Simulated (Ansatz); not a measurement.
Structure of Ir:

```
Ir
1.0
     3.84437    0.00000    0.00000
     0.00000    3.84437    0.00000
     0.00000    0.00000    3.84437
Ir
4
Direct
  0.00000 0.00000 0.00000
  0.00000 0.50000 0.50000
  0.50000 0.00000 0.50000
  0.50000 0.50000 0.00000
```

Structure used: the input geometry of an electronic-structure calculation (not necessarily at equilibrium).

Where will the first 5 clear peaks of its X-ray PDF lie (peak width σ = 0.15 Å), and from which pairs do they come?

Answer. 1. 2.71 Å: Ir–Ir at 2.72 Å
2. 3.83 Å: Ir–Ir at 3.84 Å
3. 4.71 Å: Ir–Ir at 4.71 Å
4. 5.44 Å: Ir–Ir at 5.44 Å
5. 6.08 Å: Ir–Ir at 6.08 Å

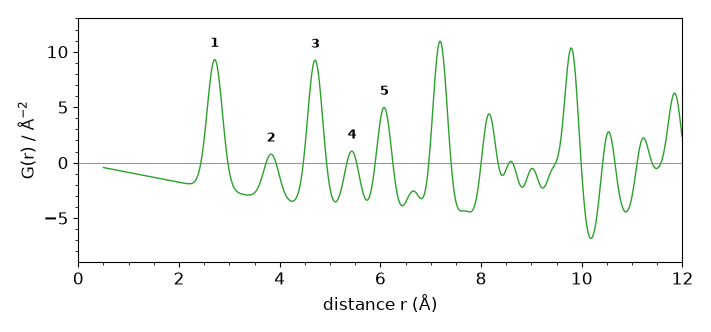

Simulated X-ray pair distribution function, G(r) = R(r)/r − 4πρ₀r, summed over the atomic distances of the structure with each pair weighted by the product of the atomic numbers (X-ray weights at Q = 0); every distance is a Gaussian of σ = 0.15 Å, damped by exp(−(Q_damp r)²/2) with Q_damp = 0.040 Å⁻¹.
